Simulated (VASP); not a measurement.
Band structure of Ta5Si3 (space group I4/mcm). Calculation: PBEsol GGA, VASP's PBE PAW potentials (set 64) (plane waves; VASP 6.6.1).

Unless said otherwise, spin-orbit coupling is left out, though it shifts the bands of the heavy elements here.

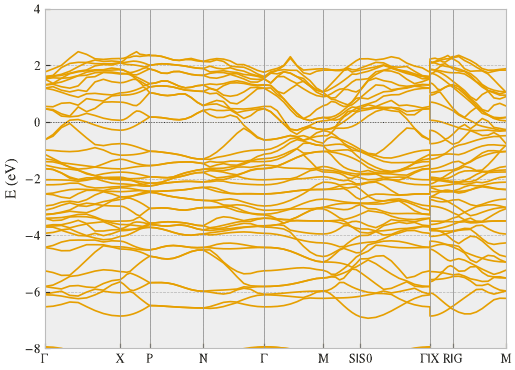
Figure: Bands along high-symmetry lines, zero at the valence-band maximum or, without a gap, the Fermi level

Problem. Read the plot: is there a gap, and where are the band edges?

Solution. It has no gap at this level: it comes out as a metal or semimetal. (Edges off the drawn lines would not show.)

The structure comes from a computed database's Ta5Si3 entry (I4/mcm); how it stands against other phases isn't given here. It was relaxed first.
